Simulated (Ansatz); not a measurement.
# SrTiO3: response to strain

Take SrTiO3 in the cubic perovskite structure (space group Pm-3m, No. 221; a = 3.936 Å) as the base.

Strains are applied to the cell and any free atomic positions relax.

Computed with PBE in Ansatz (plane waves to 420 eV, PAW, no SOC).

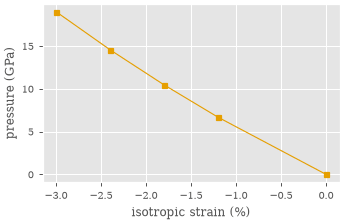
*Pressure against isotropic strain*

```csv
isotropic strain (%),pressure
-3,19.02 GPa
-2.4,14.57 GPa
-1.8,10.47 GPa
-1.2,6.69 GPa
```

Whether these cells are dynamically stable was not tested. All final runs are without spin polarisation. Many cubic perovskites are stable only at high temperature; tilts and polar distortions were not tested.

Ansatz is an electronic-structure program.
